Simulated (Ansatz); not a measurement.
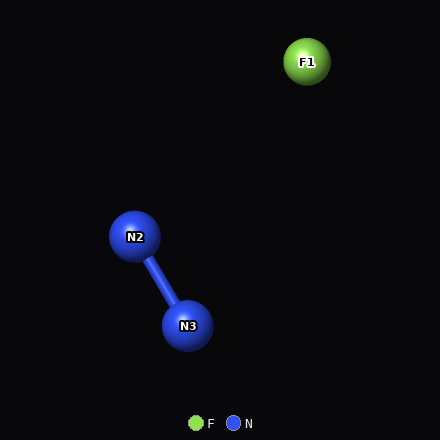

The system is the pair F···N₂, charge −1; the picture shows the reference structure. 
- The turn is about an axis along (−0.98, 0.18, 0.00) in the frame of the relaxed pair, normal to the line between the partners.
- Coordinates scanned: (1) distance N2···F1; (2) turn of F1 about N2.
- Grid: 15 × 15 points. At 7 points there is no value.
- Energies are in kJ/mol, from the ion and the molecule far apart, frozen as in the relaxed pair, each in its own basis (no counterpoise correction).
- All numbers below come from Ansatz 0.2.0, RKS B3LYP-D4/def2-TZVPD.

Its coordinates:

```csv
atom,x (Å),y (Å),z (Å)
F,-0.0144,-0.0781,-1.8517
N,0.0943,0.5139,0.6688
N,-0.0799,-0.4357,1.1828
```

Range: distance N2···F1 from 2.177 to 4.177 Å; turn of F1 about N2 from −90.0 to 90.0°.

**What will the energy surface look like?**

The lowest grid point is at distance N2···F1 = 3.090 Å, turn of F1 about N2 = 51.4°, −17.2 kJ/mol from the ion and the molecule far apart, frozen as in the relaxed pair, each in its own basis (no counterpoise correction). Other grid points that lie below all their neighbours: distance N2···F1 = 2.650 Å, turn of F1 about N2 = 0.0° (0.037 kJ/mol higher). The highest grid point, distance N2···F1 = 2.523 Å, turn of F1 about N2 = 90.0°, lies 377.8 kJ/mol above the lowest.

| turn of F1 about N2 ↓, distance N2···F1 → | 2.177 | 2.226 | 2.308 | 2.408 | 2.523 | 2.650 | 2.788 | 2.935 | 3.090 | 3.254 | 3.425 | 3.604 | 3.789 | 3.980 | 4.177 |
| --- | --- | --- | --- | --- | --- | --- | --- | --- | --- | --- | --- | --- | --- | --- | --- |
| 90.0 | – | – | – | – | 360.7 | 248.3 | 157.1 | 92.6 | 51.0 | 25.8 | 11.7 | 4.3 | 0.7 | −0.7 | −1.2 |
| 77.1 | – | – | – | 208.9 | 145.4 | 92.3 | 52.4 | 25.5 | 9.1 | 0.0 | −4.4 | −5.9 | −6.0 | −5.3 | −4.5 |
| 64.3 | 174.2 | 146.4 | 107.0 | 69.8 | 38.9 | 16.0 | 0.8 | −8.0 | −12.3 | −13.6 | −13.1 | −11.7 | −10.0 | −8.3 | −6.8 |
| 51.4 | 90.3 | 71.1 | 45.3 | 22.6 | 5.2 | −6.4 | −13.3 | −16.4 | −17.2 | −16.4 | −14.8 | −12.9 | −10.9 | −9.1 | −7.6 |
| 38.6 | 53.6 | 40.2 | 22.7 | 7.6 | −3.6 | −10.8 | −14.8 | −16.3 | −16.3 | −15.2 | −13.7 | −12.0 | −10.4 | −8.8 | −7.5 |
| 25.7 | 25.7 | 17.3 | 6.5 | −2.7 | −9.3 | −13.4 | −15.3 | −15.7 | −15.1 | −13.9 | −12.5 | −10.9 | −9.5 | −8.2 | −7.0 |
| 12.9 | 4.0 | −0.7 | −6.7 | −11.5 | −14.6 | −16.1 | −16.3 | −15.7 | −14.4 | −13.0 | −11.4 | −9.9 | −8.6 | −7.4 | −6.3 |
| 0.0 | −7.1 | −9.9 | −13.4 | −15.8 | −17.1 | −17.1 | −16.3 | −15.0 | −13.4 | −11.8 | −10.2 | −8.7 | −7.5 | −6.4 | −5.4 |
| −12.9 | −7.5 | −9.9 | −12.8 | −14.7 | −15.5 | −15.3 | −14.4 | −13.0 | −11.5 | −9.9 | −8.5 | −7.2 | −6.0 | −5.1 | −4.3 |
| −25.7 | 0.5 | −2.5 | −6.2 | −9.0 | −10.5 | −10.9 | −10.6 | −9.7 | −8.6 | −7.4 | −6.2 | −5.2 | −4.3 | −3.6 | −3.0 |
| −38.6 | 13.7 | 9.4 | 4.0 | −0.4 | −3.4 | −5.0 | −5.7 | −5.6 | −5.2 | −4.5 | −3.8 | −3.1 | −2.6 | −2.1 | −1.7 |
| −51.4 | 28.0 | 22.3 | 14.9 | 8.6 | 3.9 | 0.8 | −0.9 | −1.7 | −2.0 | −1.9 | −1.6 | −1.3 | −1.0 | −0.7 | −0.5 |
| −64.3 | 39.0 | 32.1 | 23.1 | 15.2 | 9.2 | 5.1 | 2.5 | 1.0 | 0.2 | −0.1 | −0.2 | −0.1 | 0.0 | 0.1 | 0.2 |
| −77.1 | 42.4 | 35.1 | 25.6 | 17.2 | 10.8 | 6.3 | 3.5 | 1.8 | 0.8 | 0.4 | 0.3 | 0.3 | 0.3 | 0.4 | 0.4 |
| −90.0 | 36.6 | 30.0 | 21.3 | 13.8 | 8.1 | 4.2 | 1.7 | 0.4 | −0.3 | −0.5 | −0.5 | −0.3 | −0.2 | 0.0 | 0.1 |

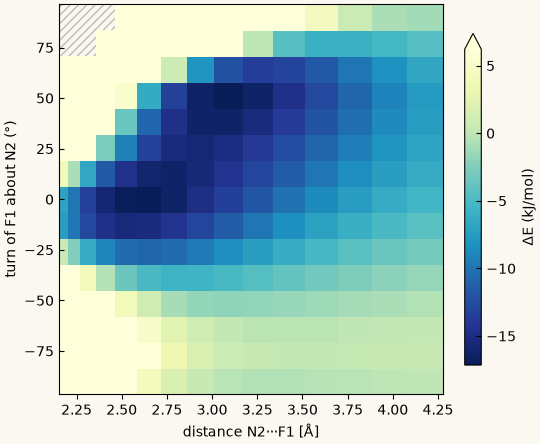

In the figure: one coloured cell a grid point, one colour for all values above the top of the scale, hatched blanks where no value was computed.

Each point was launched as `ansatz run input.yaml --threads 1 --pin off --max-ram 2560MiB --backend cpu --events-out ev --progress --plain --runs-dir out`. Time for the 218 points that were run: 4.9 min on 1 thread of Intel(R) Xeon(R) Platinum 8488C (Sapphire Rapids), with other jobs on the host.
